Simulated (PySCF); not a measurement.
# C6H11NOSi: what the fields show

Input

```
{"job": {"kind": "nmr", "xc": "PBE0", "basis": "pcSseg-1"}, "charge": 0, "multiplicity": 1}
N      2.918778    -0.943537    -1.743106
C      2.561498    -0.318855    -0.854908
C      2.108239     0.465757     0.265214
C      0.573968     0.462282     0.371241
C      0.036298    -0.960549     0.548247
C     -1.441051    -0.960974     0.945070
Si    -2.415128     0.061350    -0.333701
O     -1.418332     1.271614    -0.770551
C     -0.031040     1.134473    -0.864847
H      2.548136     0.048642     1.175939
H      2.477101     1.488176     0.139854
H      0.287472     1.056443     1.246706
H      0.171075    -1.509429    -0.387847
H      0.625694    -1.474806     1.314649
H     -1.535421    -0.523768     1.941145
H     -1.793404    -1.988608     1.022225
H     -2.737071    -0.798205    -1.477756
H     -3.544741     0.802351     0.203110
H      0.225254     0.553088    -1.760109
H      0.377527     2.145235    -0.983610
```

Command:

```sh
OMP_NUM_THREADS=1 python probes_run.py task.json out
```

Geometry: GFN2-xTB.

The calculation used PBE0/pcSseg-1, SCF density, gas phase, non-relativistic in PySCF 2.14.0.

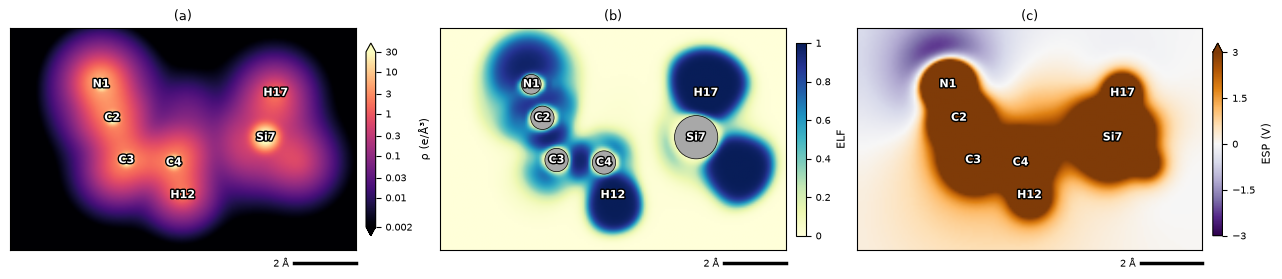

Figure 1. (a) electron density; (b) ELF; (c) electrostatic potential on the plane of atoms C3, C4 and H12. Grey discs cover the atomic cores in the ELF map.

Interpret the plot.

Answer.
- The plane passes through N, C, Si and H nuclei.
- C–N (1.14 Å): ρ at the midpoint is about 3.6 e/Å³; the ELF peaks at about 0.85 between the atoms; a multiple bond.
- C–C (1.44 Å): ρ at the midpoint is about 1.8 e/Å³; the ELF peaks at about 0.95 between the atoms, as expected for a covalent bond.
- C–H (1.10 Å): ρ is about 2 e/Å³ halfway; the ELF climbs to about 1 towards the hydrogen, as it does in any bond to H: an ordinary covalent bond to hydrogen.
- C–C (1.54 Å): ρ at the midpoint is about 1.6 e/Å³; the ELF peaks at about 0.95 between the atoms: a shared electron pair.
- The ELF also peaks beside N1, away from the bonds: lone-pair regions.
- Outside the dense part of the molecule the potential is most negative (−2.2 V) near N1.

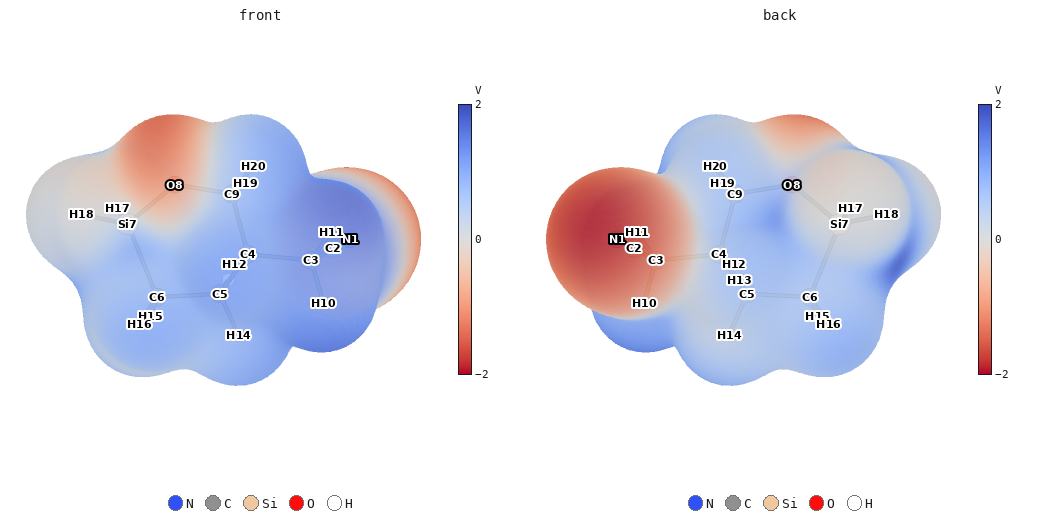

Figure 2. The molecular electrostatic potential painted on the density surface at 0.002 e/bohr³, seen from the front and from behind; red is negative and blue positive.

Describe the electrostatic potential map.

Answer. The most negative region (about −1.8 V, or −42 kcal/mol for a unit charge) lies over N1, the most positive (about +1.5 V, or +35 kcal/mol for a unit charge) over Si7. N1 is the likeliest acceptor of a hydrogen bond.

What dipole moment does the calculation give?

Answer. Its dipole moment is 3.64 D.
